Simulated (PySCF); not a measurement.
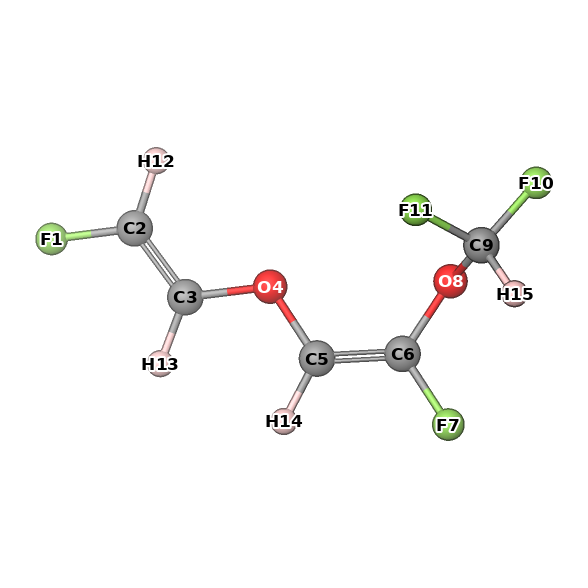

Distant atoms are faded towards the background colour. The computed structure is the end point of a PBE0-D3(BJ)/def2-SVP optimisation. No frequency run is at hand to confirm it as a minimum.

Q: Which atoms or bonds are stereogenic?

A: Double bonds: C2=C3, C5=C6.

Q: Give the R/S and E/Z labels.

A: C2=C3: E; C5=C6: E.
